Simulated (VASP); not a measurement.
Band structure of MnSi (B20). All values below come from r2SCAN meta-GGA, VASP's PBE PAW potentials (set 64) (plane waves; VASP 6.6.1).

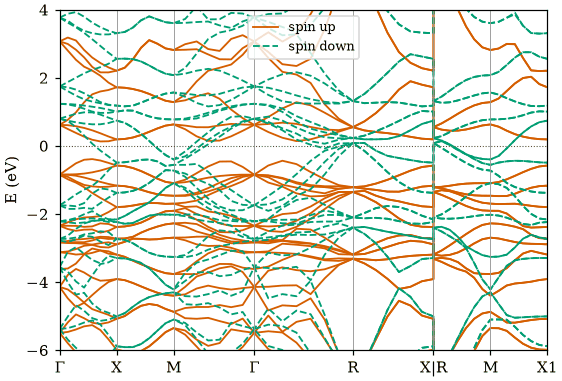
*Bands along high-symmetry lines, zero at the valence-band maximum or, without a gap, the Fermi level*

**Question.** Read the plot: is there a gap, and where are the band edges?

**Answer.** It has no gap at this level: it comes out as a metal or semimetal.

The compound is MnSi in the B20 structure. It was relaxed first, which changed the volume by -5 %.
